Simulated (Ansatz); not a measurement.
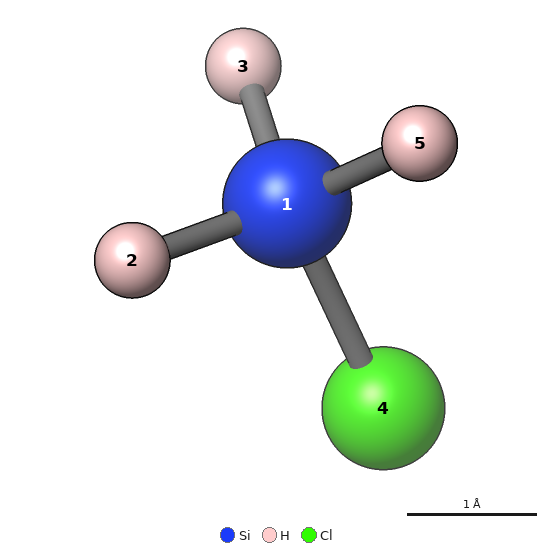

Orthographic view. Distant atoms are faded towards the background colour. The computed structure is the end point of a PBE0-D4/def2-TZVP optimisation.

List all interatomic distances (Å) as a matrix.

```
atom   Si1    H2    H3   Cl4    H5
 Si1  0.00                        
  H2  1.48  0.00                  
  H3  1.48  2.43  0.00            
 Cl4  2.05  2.89  2.89  0.00      
  H5  1.48  2.43  2.43  2.89  0.00
```
